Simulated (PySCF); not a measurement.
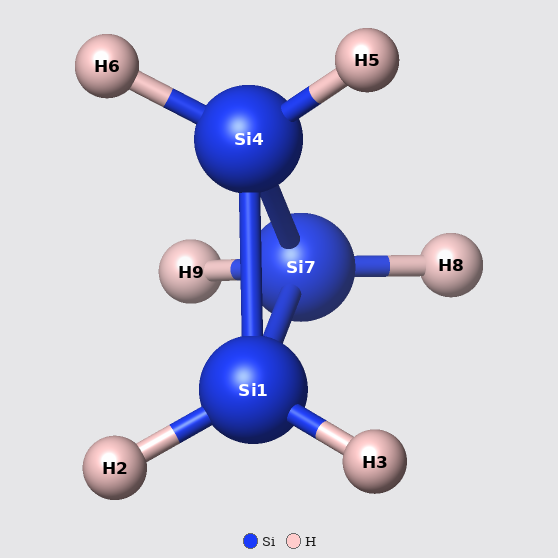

Computed geometry: PBE0-D3(BJ)/def2-SVP optimisation. No frequency run is at hand to confirm it as a minimum. Properties computed with delta-SCF UKS SCAN, pcX-2 on the ionised atom (unc-x2c-TZVPall on a metal), pcseg-1 elsewhere, spin-free X2C (PySCF 2.14.0).

Give the core-electron binding energies (to vacuum; p and d levels without spin–orbit splitting) of Si1 1s, Si1 2p.

```json
{"atom": "Si1", "level": "1s", "binding energy (eV)": "1845.8"}
{"atom": "Si1", "level": "2p", "binding energy (eV)": "106.4"}
```
